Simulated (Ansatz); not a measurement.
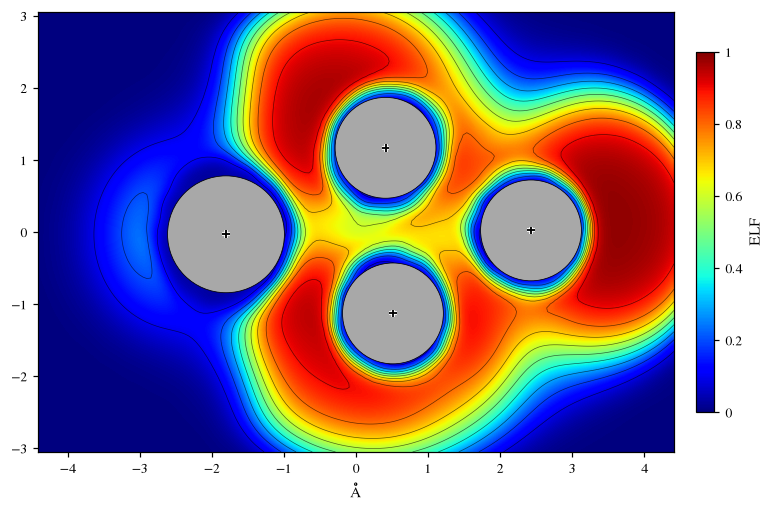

The ELF on a plane through atoms (crosses mark nuclei in the plane; grey discs cover the cores).

Level of theory: isolated molecule in a Gaussian basis; Kohn-Sham density functional theory, functional PBE0 (Ansatz 0.2.0).

Candidates:
A. CClF$_{3}$Si (SMILES F[Si-](F)(F)=[C+]Cl)
B. AlH$_{2}$Si$_{3}$ (SMILES [AlH2-]1[Si]2=[Si][Si+]12) (doublet)
C. GeH$_{5}$Si$_{2}$ (SMILES [SiH2]=[Ge][SiH3]) (doublet)

Which candidate gave the map?

Candidate B: AlH$_{2}$Si$_{3}$ on the plane of atoms Si2, Si4 and Si3, which holds Al and Si. Si–Si (2.24 Å): the ELF peaks at about 0.80 between the atoms; localised, covalent bonding. Al–Si (2.52 Å): the ELF peaks at about 0.85 between the atoms: localised, covalent bonding.
